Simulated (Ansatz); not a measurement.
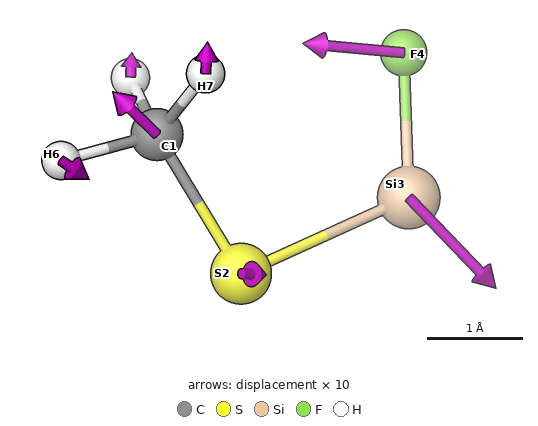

This is a relaxation of CH$_{3}$FSSi. The starting structure is drawn; purple arrows show the displacements, magnified 10 times. The two geometries are superimposed by the best rigid fit.

A ball-and-stick model, seen from a free direction.

The run prepares an end point of a later path (torsion) calculation, from a guessed geometry.

Method: Ansatz 0.2.0, RKS B3LYP/def2-SVP. (no spin polarisation; force threshold 0.015 eV/Å; at most 40 steps)

**What did the optimiser do to the structure, and how much energy did it gain?**

Over 6 geometry steps the energy falls by 12.9 kcal/mol. Largest force component: 4.2 eV/Å at the start, 0.013 eV/Å at the end. The largest move after the best rigid fit is that of the Si atom, 0.14 Å. By element the largest moves are Si 0.14 Å, F 0.11 Å, C 0.07 Å, S 0.04 Å, H 0.04 Å. Among the contacts that change: F–Si 1.524 → 1.652 Å, C–S 1.751 → 1.842 Å, C–H 1.165 → 1.098 Å, S–Si 2.141 → 2.161 Å. Bond angles that change, for instance: S–Si–F 109.9° → 99.9°, H–C–H 104.9° → 109.7°, C–S–Si 101.2° → 105.7°.
